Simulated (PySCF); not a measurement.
SiF4···C2H3N (SMILES F[Si](F)(F)F.CC#N)

Input file:

```
{"job": {"kind": "inter", "xc": "wB97M-D3(BJ)", "basis": "def2-SVPD", "pairs": false}, "charge": 0, "multiplicity": 1, "parts": [{"atoms": "0-4", "charge": 0, "multiplicity": 1}, {"atoms": "5-10", "charge": 0, "multiplicity": 1}]}
F     -1.462965    -0.934211    -0.596321
Si    -0.204188    -0.059979    -0.091195
F     -0.220628     0.463388     1.435237
F      0.594259     0.815390    -1.187357
F      0.873208    -1.262607     0.081870
C     -3.343377     3.450639    -0.629832
C     -2.383221     2.383137    -0.456920
N     -1.623198     1.532328    -0.324307
H     -4.276944     3.043365    -1.040149
H     -3.549501     3.924076     0.339287
H     -2.939994     4.201953    -1.321619
```

Launched as:

```sh
OMP_NUM_THREADS=1 python cluster_run.py task.json out
```

Geometry: PBE0-D3(BJ)/def2-SVPD.

Level of theory: wB97M-D3(BJ)/def2-SVPD, SCF density, gas phase (PySCF).

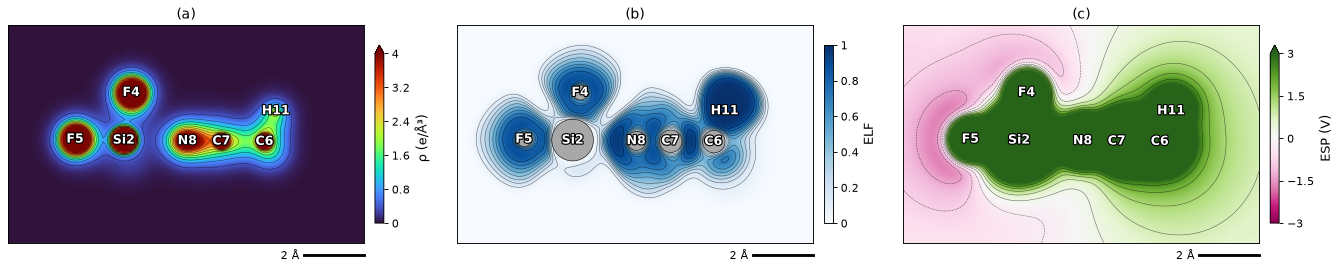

Figure 1. (a) total electron density; (b) ELF; (c) electrostatic potential on the plane of atoms F4, Si2 and F5. Grey discs cover the atomic cores in the ELF map.

Question: What does the map show?

Answer:
- The section cuts through Si, F, C, N and H sites.
- Si2···N8 (2.15 Å): the density falls to about 0.31 e/Å³ on the way; the ELF peaks at about 0.95 in the valence shell of N, 0.7 Å from its nucleus, and is about 0.60 at the midpoint.
- C–N (1.15 Å): ρ is about 3.5 e/Å³ halfway; the ELF peaks at about 0.85 between the atoms: a multiple bond.
- C–C (1.45 Å): the density is about 1.8 e/Å³ at the midpoint; the ELF peaks at about 0.95 between the atoms; a covalent bond.
- Si–F (1.61 Å): ρ is about 1.1 e/Å³ halfway; the ELF peaks at about 0.85 in the valence shell of F, 0.6 Å from its nucleus, and is about 0.50 at the midpoint.
- C–H (1.10 Å): the density is about 1.9 e/Å³ at the midpoint; the ELF climbs to about 1 towards the hydrogen, as it does in any bond to H; an ordinary covalent bond to hydrogen.
- The ELF also peaks beside F5 and F4, away from the bonds: lone-pair regions.
- Outside the dense part of the complex the potential is most negative (−1.7 V) near F5.

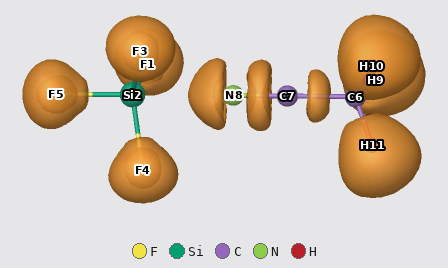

Figure 2. Isosurface of the electron localisation function at 0.8 (orange), seen at a tilt. Only the valence region is drawn (cores and ρ < 0.01 e/Å³ removed).

Question: Where are the electrons localised?

Answer: The surface consists of one region between bonded C–C atoms (shared pairs), one region between bonded C–N atoms (shared pairs), three regions around hydrogen nuclei, four regions wrapped around F (its lone pairs, merged into a ring or cap) and one region wrapped around N (its valence shell).

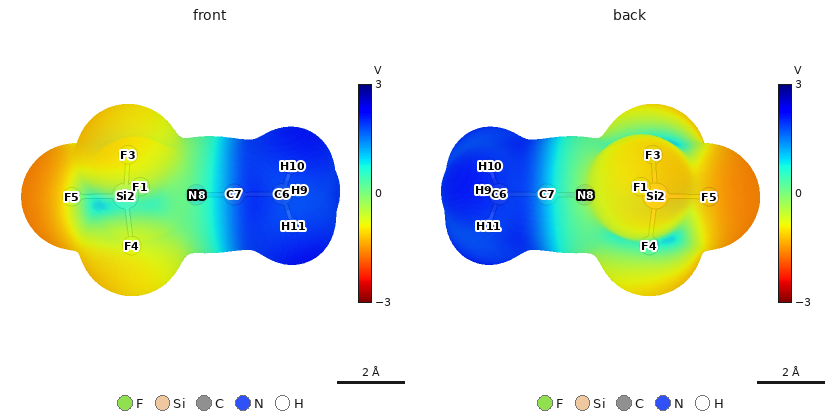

Figure 3. The electrostatic potential painted on the density surface at 0.002 e/bohr³, seen from the front and from behind; red is negative and blue positive.

Question: Which sites attract a positive test charge, and which a negative one?

Answer: A positive charge is drawn to the negative regions and a negative charge to the positive ones. The most negative region (about −1.6 V, or −37 kcal/mol for a unit charge) lies over F5, the most positive (about +2.2 V, or +51 kcal/mol for a unit charge) over H9, H10 and H11.

Question: What dipole moment does the calculation give?

Answer: Its dipole moment is 8.87 D.
